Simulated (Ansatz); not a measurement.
Ligand exchange: SnH3(CH3) + Cu(NH2)(NH3) → SnH3(NH2) + Cu(CH3)(NH3)

Species: SnH3(CH3), singlet; Cu(NH2)(NH3), singlet; SnH3(NH2), singlet; Cu(CH3)(NH3), singlet. The partners trade CH3 for NH2: Sn–CH3 and Cu–NH2 bonds give way to Sn–NH2 and Cu–CH3.

Shapes, held fixed at every level: PBE0-D4/def2-TZVP. Flexible molecules stand in one conformer, not always the lowest. Programs: Ansatz 0.2.0. Electronic energies: no zero-point or thermal term.

```tsv
level	kind	ΔE (kJ/mol)	CPU time (sum over the molecules)
HF/def2-SVP	Hartree–Fock	+8.8	–
PBE-D4/def2-TZVPP	GGA	+15.9	19 s
r2SCAN-D4/def2-TZVPP	meta-GGA	+17.6	36 s
B3LYP-D4/def2-TZVPP	global hybrid	+15.8	30 s
BHLYP-D4/def2-TZVPP	global hybrid	+16.8	22 s
PBE0-D4/def2-TZVPP	global hybrid	+17.1	21 s
wB97M-V/def2-TZVPP	range-separated hybrid	+16.4	86 s
```

wB97M-V/def2-TZVPP gives ΔE = +16.4 kJ/mol; the levels span +8.8 to +17.6. The median of the levels is +16.4. No measured value is set beside it here. For atoms past krypton def2 sets carry core potentials with scalar relativity. Relativity is left out for Cu. Times are processor times on shared x86 and Arm servers, and rough.

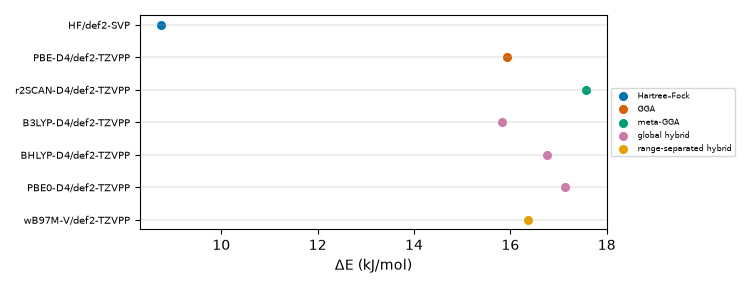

The values of the table, level by level.
